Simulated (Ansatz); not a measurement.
## Electronic structure of C$_{2}$H$_{5}$FSi (SMILES C=C[SiH2]F) in real space

Input file:

```
crystal:
  periodic: [false, false, false]
  atoms:
    - {symbol: C, position_ang: [0.993948, -2.920862, -0.021846]}
    - {symbol: C, position_ang: [1.330830, -1.919880, 0.819210]}
    - {symbol: F, position_ang: [3.860288, -1.770437, -0.465642]}
    - {symbol: Si, position_ang: [2.996576, -1.071786, 0.750166]}
    - {symbol: H, position_ang: [1.695561, -3.281754, -0.791698]}
    - {symbol: H, position_ang: [0.011322, -3.419910, 0.020327]}
    - {symbol: H, position_ang: [0.595287, -1.589797, 1.576759]}
    - {symbol: H, position_ang: [2.862766, 0.390438, 0.448179]}
    - {symbol: H, position_ang: [3.761069, -1.246650, 2.027747]}
basis:
  gaussian:
    orbitals: def2-TZVPD
magnetization:
  spin_polarized: false
  initial_magnetization: 0
hamiltonian:
  xc: pbe0
output: {forces: true, orbitals: {seedname: orbitals}}
```

Run with:

```sh
ansatz run input.yaml --threads 2 --pin off --max-ram 4350MiB --events-out events.jsonl --progress --plain --runs-dir runs
```

Geometry: BLYP-D3(BJ)/def2-SVP.

Theory: isolated molecule in a Gaussian basis; Kohn-Sham density functional theory, functional PBE0 (Ansatz 0.2.0).

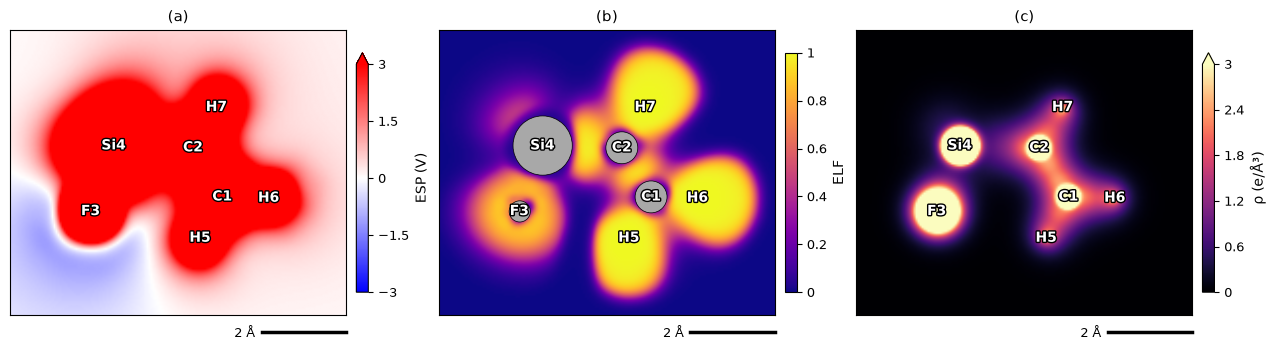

Figure 1. (a) electrostatic potential; (b) electron localisation function; (c) total electron density on the plane of atoms C1, C2 and H7. Grey discs cover the atomic cores in the ELF map.

Describe what can be read from this map.

Answer.
- Atoms in the plane: C, F, Si and H.
- C–C (1.35 Å): ρ is about 2.3 e/Å³ halfway; the ELF peaks at about 0.90 between the atoms, as expected for a covalent bond.
- Si–F (1.65 Å): the density is about 1.1 e/Å³ at the midpoint; the ELF peaks at about 0.85 in the valence shell of F, 0.6 Å from its nucleus, and is about 0.60 at the midpoint.
- C–Si (1.87 Å): ρ at the midpoint is about 0.98 e/Å³; the ELF peaks at about 0.95 between the atoms, as expected for a covalent bond.
- C–H (1.10 Å): the density is about 2 e/Å³ at the midpoint; the ELF climbs to about 1 towards the hydrogen, as it does in any bond to H (a covalent bond by its length).
- The ELF also peaks beside F3, away from the bonds: lone-pair regions.
- Outside the dense part of the molecule the potential is most negative (−1.1 V) near F3.

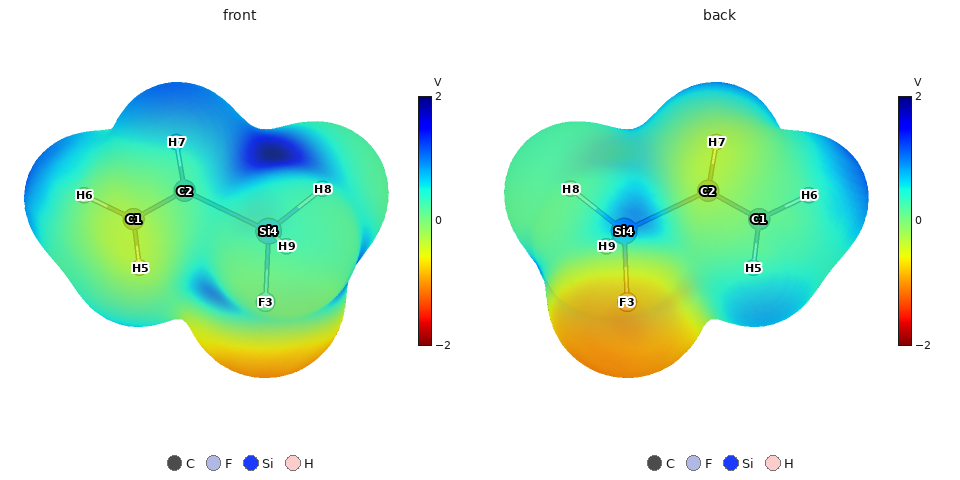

Figure 2. The molecular electrostatic potential painted on the density surface at 0.002 e/bohr³, seen from the front and from behind; the colour scale runs from red (negative) to blue (positive).

Where is the surface potential most negative and most positive?

Answer. The most negative region (about −1.1 V) lies over F3, the most positive (about +1.8 V) over Si4.

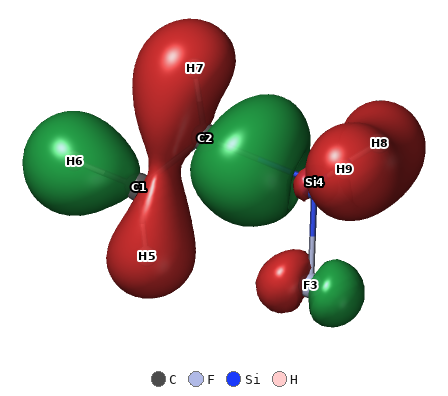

Figure 3. The HOMO−1 at ±0.1 Å⁻³ᐟ² (green and red are the two phases), seen at a tilt.

What is the character of this orbital?

Answer. Its weight (Hirshfeld) is mainly on C2 (about 30 %), Si4 (about 20 %), C1 (about 10 %), H7 (about 10 %) and H6 (about 10 %). Its energy is −9.15 eV.
